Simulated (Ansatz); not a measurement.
```tsv
atom	x (Å)	y (Å)	z (Å)
C	-0.1073	-1.7088	1.4144
N	1.5744	1.0327	-1.1180
N	-1.1029	0.0553	-1.5332
O	0.1689	-0.3871	1.0693
O	-0.7094	2.4890	0.1166
W	-0.0004	0.7914	-0.3897
H	0.7850	-2.3417	1.2676
H	-0.9344	-2.1207	0.8098
H	-0.3927	-1.7568	2.4782
H	2.3154	0.9709	-1.8064
H	-1.4147	-0.3179	-2.4228
H	-0.1818	3.2937	0.1143
```

Geometry: PBE0-D4/def2-SVP; core potentials replace the inner electrons of W.

Method: isolated molecule in a Gaussian basis; Kohn-Sham density functional theory, functional PBE0 (Ansatz 0.2.0).

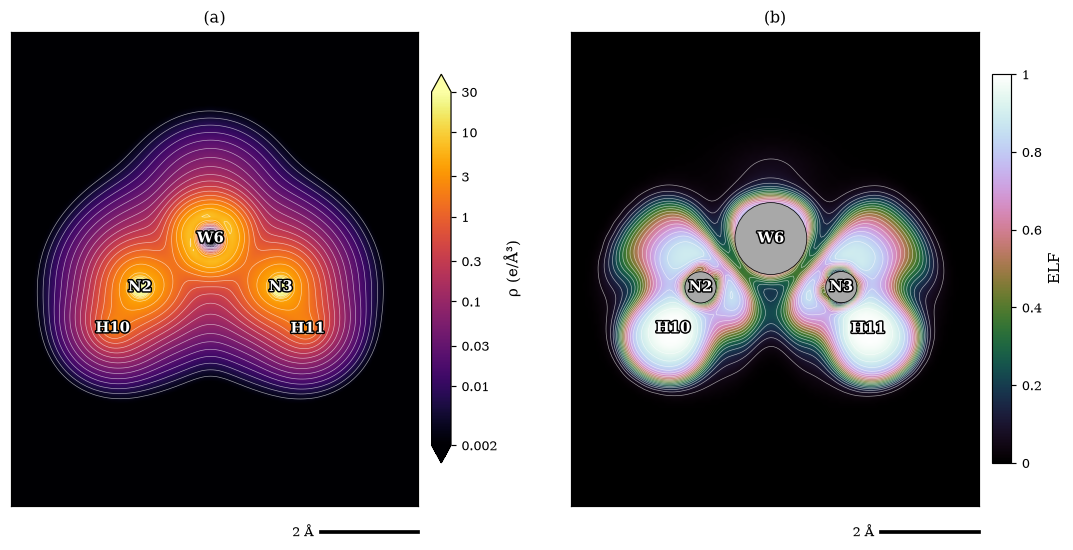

CH₆N₂O₂W (SMILES C[O][W](=[NH])(=[NH])[OH]). (a) electron density; (b) ELF on the plane of atoms N2, W6 and N3. Grey discs cover the atomic cores in the ELF map.

Question: What do the fields say about this system?

Answer:
- Atoms in the plane: N, W and H.
- W–N (1.75 Å): the density is about 1.6 e/Å³ at the midpoint; the ELF peaks at about 0.75 in the valence shell of N, 0.5 Å from its nucleus, and drops to about 0.35 between the two atoms.
- N–H (1.01 Å): ρ is about 2.8 e/Å³ halfway; the ELF climbs to about 1 towards the hydrogen, as it does in any bond to H; a covalent bond by its length.
